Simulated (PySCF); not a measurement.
## Electronic structure of C5H13N3Si in real space

```
atom    x (Å)    y (Å)    z (Å)
   C   0.9905  -1.3578   1.5784
   C   0.8628  -0.6912   0.4264
  Si   2.4096  -0.4627  -0.6485
   N   2.3934   1.1672  -1.2225
   N  -0.3120  -0.0659   0.0216
   C  -0.6534  -0.1352  -1.3821
   C  -1.4775  -0.1430   0.8799
   C  -2.4239   0.9806   0.5977
   N  -3.6596   0.7765   0.5509
   H   1.9502  -1.7382   1.8776
   H   0.1824  -1.5570   2.2627
   H   3.5738  -0.8315   0.1711
   H   2.4141  -1.2887  -1.8622
   H   3.1542   1.4686  -1.8099
   H   2.1655   1.8979  -0.5663
   H   0.2138   0.1186  -1.9845
   H  -1.4487   0.5807  -1.5925
   H  -1.0108  -1.1339  -1.6684
   H  -2.0138  -1.0998   0.7944
   H  -1.1479  -0.0193   1.9166
   H  -1.9340   1.9572   0.4716
   H  -4.2390   1.5965   0.3855
```

Geometry: GFN2-xTB.

These are results of PBE0/pcSseg-1, SCF density, gas phase, non-relativistic (PySCF), not measurements.

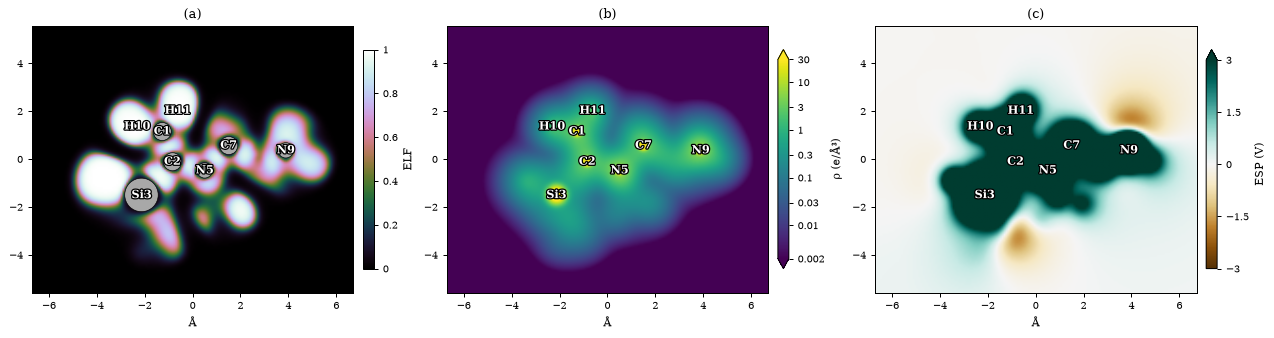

Figure 1. (a) electron localisation function; (b) total electron density; (c) molecular electrostatic potential on the plane of atoms Si3, C2 and N5. Grey discs cover the atomic cores in the ELF map.

Q: Read the bonding off the picture.

A: Atoms in the plane: C, Si, N and H.
C–C (1.34 Å): ρ is about 2.3 e/Å³ halfway; the ELF peaks at about 0.90 between the atoms; a short, multiple covalent bond.
C–Si (1.90 Å): ρ is about 0.94 e/Å³ halfway; the ELF peaks at about 1 between the atoms; localised, covalent bonding.
C–N (1.39 Å): the density is about 2.1 e/Å³ at the midpoint; the ELF peaks at about 0.90 between the atoms: localised, covalent bonding.
C–N (1.45 Å): ρ is about 1.9 e/Å³ halfway; the ELF peaks at about 0.95 between the atoms (a shared electron pair).
The ELF also peaks beside N4 and N9, away from the bonds: lone-pair regions.
Outside the dense part of the molecule the potential is most negative (−1.8 V) near N9.

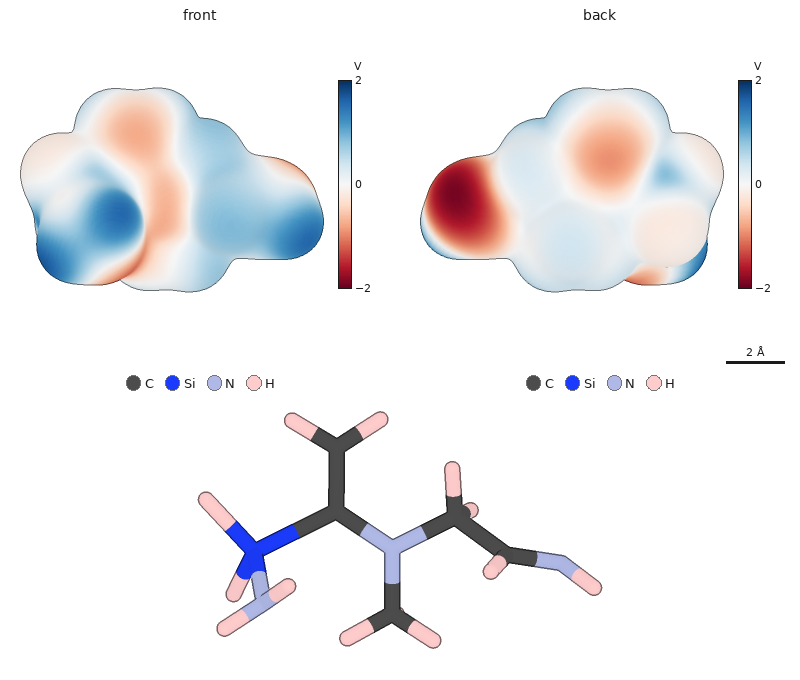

Figure 2. The molecular electrostatic potential painted on the density surface at 0.002 e/bohr³, seen from the front and from behind; red is negative and blue positive. The bare structure is drawn below in the same view.

Q: Which sites attract a positive test charge, and which a negative one?

A: A positive charge is drawn to the negative regions and a negative charge to the positive ones. The most negative region (about −1.9 V) lies over N9, the most positive (about +1.6 V) over H14, H15 and H22. N9 is the likeliest acceptor of a hydrogen bond.

Q: How polar is the molecule by this calculation?

A: Its dipole moment is 2.64 D.
